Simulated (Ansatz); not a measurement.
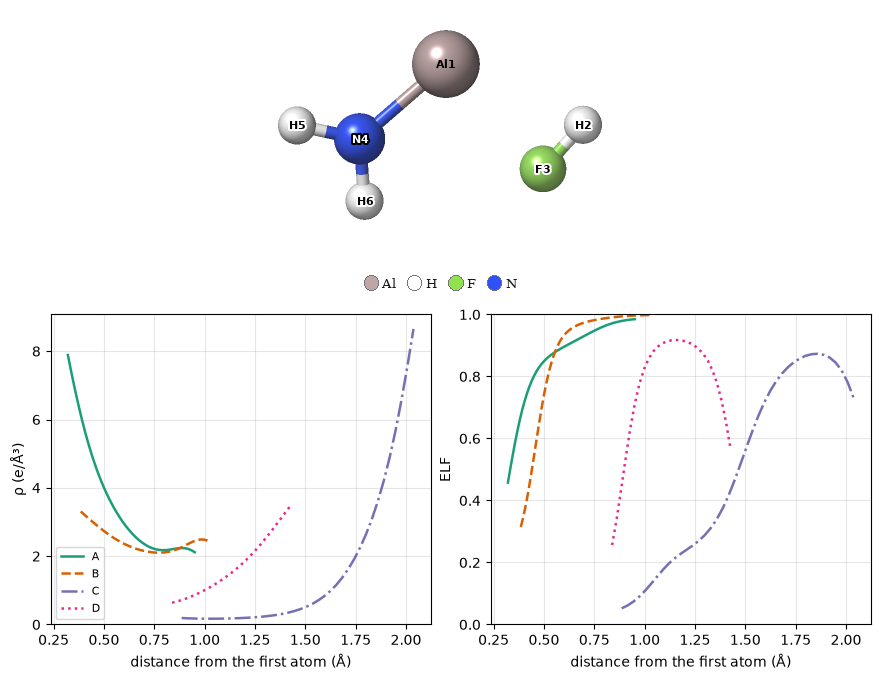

Figure. AlH2N···HF. Total electron density and electron localisation function along straight lines between neighbouring atoms. The curves leave out the atomic cores. The structure is drawn too.

The calculation used RKS PBE-D4/def2-SVP (Ansatz 0.2.0).

Input

```
crystal:
  periodic: [false, false, false]
  atoms:
    - { symbol: Al, position_ang: [-0.962363, -0.614434, 0.701092] }
    - { symbol: H, position_ang: [1.691039, 0.034264, 1.087575] }
    - { symbol: F, position_ang: [1.688231, 0.424967, 0.239512] }
    - { symbol: "N", position_ang: [-1.638903, -0.069623, -0.891219] }
    - { symbol: H, position_ang: [-2.605995, -0.199092, -1.21165] }
    - { symbol: H, position_ang: [-1.115009, 0.423917, -1.624411] }
basis:
  gaussian: { orbitals: def2-SVP }
hamiltonian:
  xc: pbe
  dispersion: d4
relax:
  f_tol: 0.03
  max_steps: 50
output:
  orbitals: {}
```

Launched as:

```sh
ansatz run input.yaml --threads 1 --pin off --max-ram 2048MiB --backend cpu --events-out ev --progress --plain --runs-dir out
```

The fields are those of the relaxed geometry.

Q: Which curve belongs to which contact (Al–F, Al–N, F–H and N–H)? The first atom named is at distance zero.

A: Curve A: F–H (0.95 Å): the density is about 4.4 e/Å³ at the midpoint; the ELF climbs to about 1 towards the hydrogen, as it does in any bond to H: an ordinary covalent bond to hydrogen. Curve B: N–H (1.03 Å): ρ at the midpoint is about 2.7 e/Å³; the ELF climbs to about 1 towards the hydrogen; a covalent bond by its length. Curve C: Al1···F3 (2.36 Å): the density falls to about 0.17 e/Å³ on the way; the ELF is about 0.25 at the midpoint. Curve D: Al–N (1.81 Å): ρ at the midpoint is about 0.76 e/Å³; the ELF peaks at about 0.90 in the valence shell of N, 0.7 Å from its nucleus, and is about 0.55 at the midpoint.
